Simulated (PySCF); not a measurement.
Mg(H)(NMe2), SMILES C[N](C)[MgH] at its PBE0/def2-SVP optimised geometry (Å):

```
11

Mg     0.8471    -0.0003     0.0000
H      2.5445    -0.0003     0.0000
N     -1.0660    -0.0006    -0.0004
C     -1.8767     0.6326    -1.0039
C     -1.8774    -0.6334     1.0028
H     -2.5437    -0.0834    -1.5340
H     -2.5432     1.4198    -0.5861
H     -1.2607     1.1219    -1.7802
H     -2.5438     0.0829     1.5331
H     -2.5445    -1.4198     0.5845
H     -1.2620    -1.1236     1.7789
```

Calculation: PySCF 2.14.0 with PBE0/def2-TZVP. Cells within 0.4 Å of a nucleus heavier than hydrogen are left out (blank, or x).

Map of the HOMO−1 amplitude (bohr^(-3/2)), clipped to [-0.25, 0.25] on the plane z = 0.0 Å; orbital energy -7.66 eV, overall sign arbitrary:

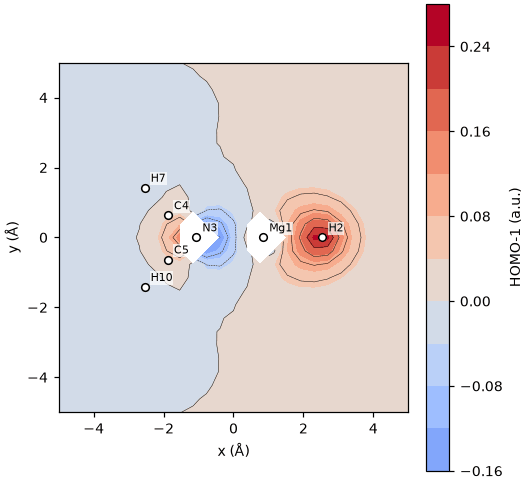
Figure. HOMO−1 amplitude (bohr^(-3/2)), clipped to [-0.25, 0.25] on the plane z = 0.0 Å.
